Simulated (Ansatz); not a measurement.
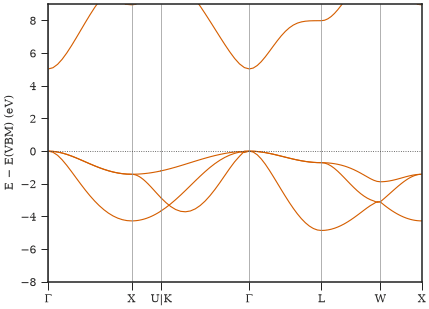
Band structure from LDA (plane waves, PAW; program Ansatz)

**Question.** Read off the gap and where the band edges lie.

**Answer.** About 5.0 eV (5.03 eV by a search for the band edges); maximum at Γ, minimum at Γ.

The material is MgO (rock salt, Fm-3m).

Symmetry was held in the LDA relaxation; phonons on a q-mesh show no instability. The volume moved by -42 % from the start of the relaxation.

Potentials: the later of the program's two PAW sets.
